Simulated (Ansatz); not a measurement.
```sh
ansatz run in.yaml --threads 4 --pin off --events-out ev --progress --plain --max-ram 10444MiB
```

```yaml
crystal:
  periodic: [false, false, false]
  atoms:
    - {symbol: Si, position_ang: [-0.421490, 2.102244, 1.007131]}
    - {symbol: Si, position_ang: [-1.565266, 0.167690, 0.360911]}
    - {symbol: Si, position_ang: [-0.310874, -0.999620, -1.230281]}
    - {symbol: Si, position_ang: [1.806230, -1.488149, -0.365658]}
    - {symbol: H, position_ang: [-1.216728, 2.900250, 1.978692]}
    - {symbol: H, position_ang: [0.872493, 1.730258, 1.640061]}
    - {symbol: H, position_ang: [-0.138626, 2.945088, -0.185842]}
    - {symbol: H, position_ang: [-1.771290, -0.702747, 1.552945]}
    - {symbol: H, position_ang: [-2.902770, 0.528941, -0.188070]}
    - {symbol: H, position_ang: [-0.161314, -0.154684, -2.448782]}
    - {symbol: H, position_ang: [-1.002606, -2.260566, -1.620564]}
    - {symbol: H, position_ang: [2.612451, -2.284313, -1.329648]}
    - {symbol: H, position_ang: [2.529444, -0.222393, -0.068669]}
    - {symbol: H, position_ang: [1.670356, -2.261999, 0.897784]}
basis:
  gaussian: {orbitals: def2-TZVPP}
hamiltonian: {xc: {name: BLYP}, dispersion: d4}
output: {orbitals: {seedname: orbitals}}
```

What structure does this define?

It has 14 atoms: 4 silicon and 10 hydrogen (Si4H10). SMILES: `[SiH3][SiH2][SiH2][SiH3]`. It has no ring. Among its groups: Si–H bond. This geometry has C2 symmetry. Coordination: 4 Si tetrahedral.

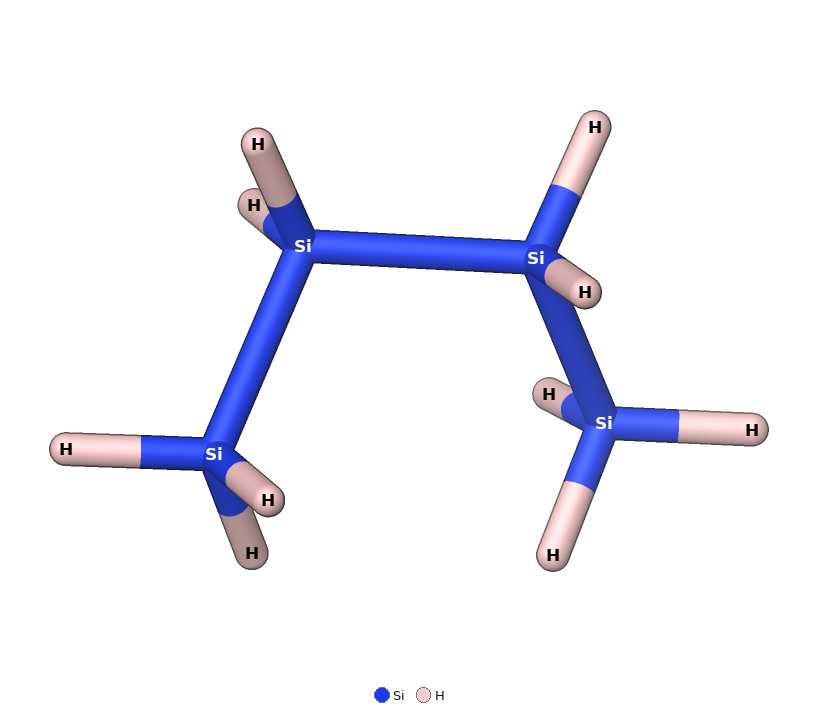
